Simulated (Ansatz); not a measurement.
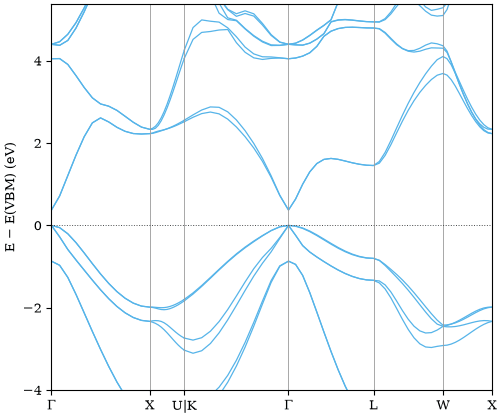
Figure: Band structure from DFT-PBEsol with spin–orbit coupling in the program Ansatz with PAW potentials

Q: Read off the gap and where the band edges lie.

A: About 0.4 eV (0.37 eV by a search for the band edges); maximum at Γ, minimum at Γ.

The material is CdTe (zinc blende, space group No. 216).

Space group F-43m (zinc blende). The PBEsol relaxation kept the symmetry of its start.

Potentials: the earlier of the program's two PAW sets. The files were generated under PBE; for other functionals the program regenerates the frozen cores, and for LDA and PBEsol the local potential too.
